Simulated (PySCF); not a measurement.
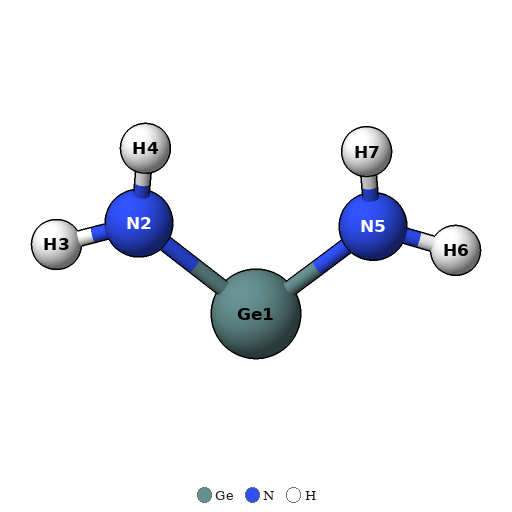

The geometry was computed by an optimisation with PBE0-D3(BJ)/def2-SVP. No frequency run is at hand to confirm it as a minimum. Level of theory: PBE/pcJ-1 (pcSseg-1 on Ge) indirect spin-spin coupling, non-relativistic, gas phase (PySCF 2.14.0). Isotopes: 1H, 15N.

Give the spin–spin coupling constants of these pairs, with the number of bonds between them: N2/H4, N5/H7, N5/H6, H6/H7, N2/H6, H3/N5, H4/N5.

```json
{"pair": "N2, H4", "bonds apart": "1", "J (Hz)": "−70.7"}
{"pair": "N5, H7", "bonds apart": "1", "J (Hz)": "−70.7"}
{"pair": "N5, H6", "bonds apart": "1", "J (Hz)": "−75.6"}
{"pair": "H6, H7", "bonds apart": "2", "J (Hz)": "−1.3"}
{"pair": "N2, H6", "bonds apart": "3", "J (Hz)": "−5.0"}
{"pair": "H3, N5", "bonds apart": "3", "J (Hz)": "−5.0"}
{"pair": "H4, N5", "bonds apart": "3", "J (Hz)": "−3.9"}
```
